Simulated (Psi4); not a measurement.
# UHF-D4/pcseg-2 (density fitting) run of CH3B (SMILES B[CH])

Aim: a geometry optimisation of CH3B. Input form: a Python script.

The calculation is run with Psi4 1.11.

## (1) The molecule

CH3B: 5 atoms, total charge 0, spin state triplet. As SMILES, `B[CH]`. Geometry: a GFN2-xTB relaxation, a rough one for these elements and not checked as a minimum. The run starts from this shape.

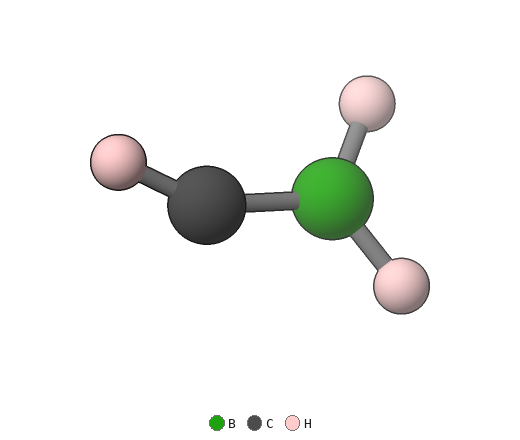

Viewed from a chosen angle; boron green, carbon dark grey, hydrogen pink.

## (2) A geometry optimisation at UHF-D4/pcseg-2 (density fitting)

File job.py:

```python
import psi4

psi4.set_memory(1600000000)
psi4.set_num_threads(1)
psi4.core.set_output_file('ch3b.out', False)

geom = psi4.geometry("""
0 3
B
C 1 1.462604
H 1 1.181517 2 120.42239
H 1 1.174309 3 117.71873 2 -179.97203
H 2 1.068014 1 150.80989 4 179.97404
units angstrom
symmetry c1
""")

options = {'basis': 'pcseg-2', 'reference': 'uhf', 'scf_type': 'df', 'geom_maxiter': 40, 'opt_coordinates': 'redundant'}
psi4.set_options(options)

result = psi4.optimize('hf-d4', molecule=geom)
print('E =', round(result, 9))
print(geom.to_string(dtype='xyz', units='Angstrom'))
for k, v in sorted(psi4.core.scalar_variables().items()):
    print(f'{k:45s} {v:18.10f}')
```

Run with:

```bash
$ python job.py
```

Q: Predict the results. Wanted: total energy at the end; dipole moment; HOMO energy; LUMO energy; dispersion energy; ⟨S²⟩.

Answer, from the run:

At UHF-D4/pcseg-2 (density fitting):

```
                          quantity          value
           total energy at the end   -64.21809 Eh
                     dipole moment         0.76 D
HOMO energy (highest over α and β)      -11.01 eV
 LUMO energy (lowest over α and β)        0.68 eV
                 dispersion energy  -16.16 kJ/mol
                              ⟨S²⟩          2.015
```

**Reading.** At the final geometry: Bond lengths: B1–C2 1.517 Å, B1–H3 1.192 Å, B1–H4 1.188 Å, C2–H5 1.071 Å. Angles: B1–C2–H5 140.7°, C2–B1–H3 120.0°, C2–B1–H4 120.4°, H3–B1–H4 119.6°. The optimisation took 8 steps and changed the energy by -0.072 eV.
